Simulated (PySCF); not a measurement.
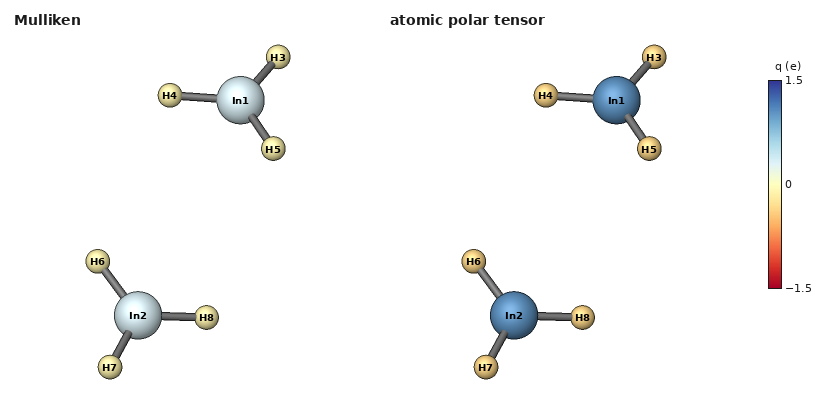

Atomic charges of one calculation by 2 schemes, on one colour scale. The computed geometry is a stationary point of PBE0/def2-TZVP with core potentials, a saddle point of order 1. Computed with PBE0/def2-TZVP, core potentials on In (PySCF 2.14.0). The run warned: a mode under 25 cm-1 is near the numerical noise.

> Which scheme gives the most polar picture (largest mean size of the charges)?

The atomic polar tensor charges are the largest in size here.

> On which atom do the schemes disagree most?

On In1 (from 0.32 to 1.02 e); In2 (from 0.32 to 1.02 e).

List the charges (e), one line for each set of equivalent atoms.

| atom | Mulliken | atomic polar tensor |
| --- | --- | --- |
| In1 | 0.32 | 1.02 |
| In2 | 0.32 | 1.02 |
| H3 | −0.11 | −0.34 |
| H4 | −0.11 | −0.34 |
| H5 | −0.11 | −0.34 |
| H6 | −0.11 | −0.34 |
| H7 | −0.11 | −0.34 |
| H8 | −0.11 | −0.34 |
